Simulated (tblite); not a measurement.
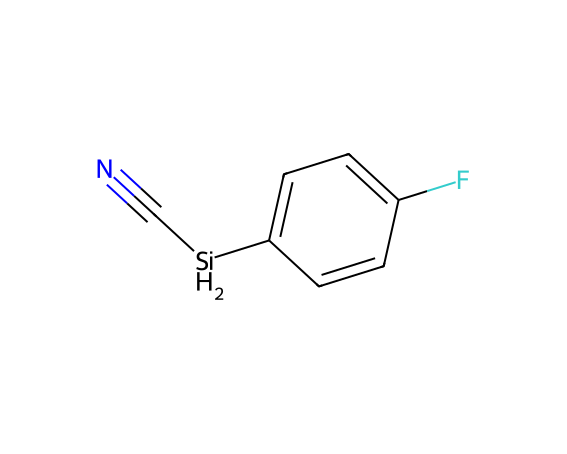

Simulated data, not a measurement (program: tblite).

Skeletal drawing of a molecule.

> Write the SMILES.

N#C[SiH2]c1ccc(F)cc1

> Give the formula, hydrogens included.

C7H6FNSi.
